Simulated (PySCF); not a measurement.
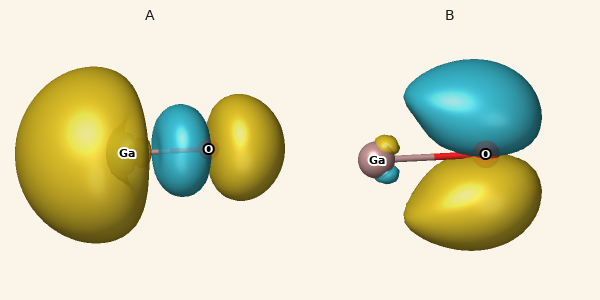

*GaO (charge −1). Two frontier orbitals, each drawn at the value that holds 80 % of its norm (yellow and cyan are the two phases), in no order; of a degenerate pair one member is drawn.*

These are results of PBE0/aug-cc-pVDZ(-PP), non-relativistic Hamiltonian with scalar-relativistic core potentials where named, at a bond length of 1.731 Å (PySCF 2.14.0), not measurements.

> Label each orbital by symmetry, say whether it is occupied, and order them by energy.

Orbital B: π, occupied, −1.23 eV; mainly on O (80 %).
Orbital A: σ, occupied, −0.60 eV; shared between the atoms (Ga 60 %, O 40 %).
